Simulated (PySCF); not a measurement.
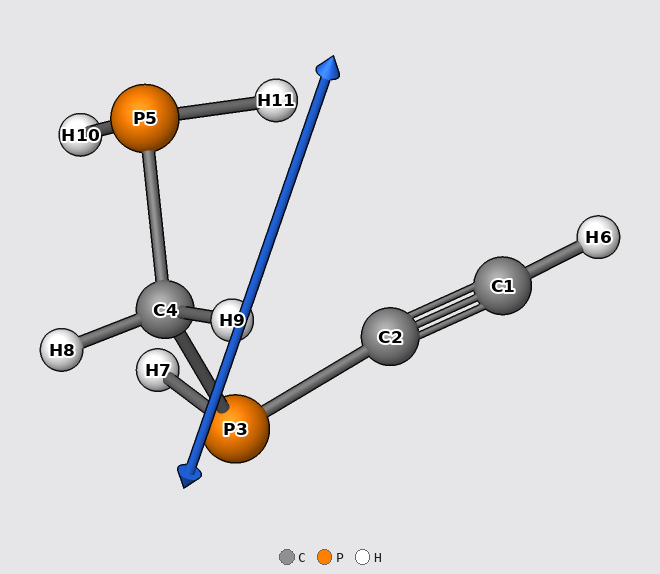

The double arrow shows the direction of the transition dipole to excited singlet state 6 (its length means nothing). The computed structure is the end point of a GFN2-xTB optimisation. No frequency run is at hand to confirm it as a minimum. Properties computed with TDDFT ωB97X-D/def2-SVPD, vertical, gas phase, core orbitals frozen in the response (PySCF 2.14.0).

### Where does the transition lie, and how strong is it?

6.93 eV (179 nm), oscillator strength 0.057, of mixed character, with the largest part HOMO → LUMO+2 (weight 0.40); transition dipole 1.47 D.

The geometry is semi-empirical. Around P such bond lengths and angles can be off by a tenth of an ångström or more and by several degrees, and values that hang on the shape move with them.
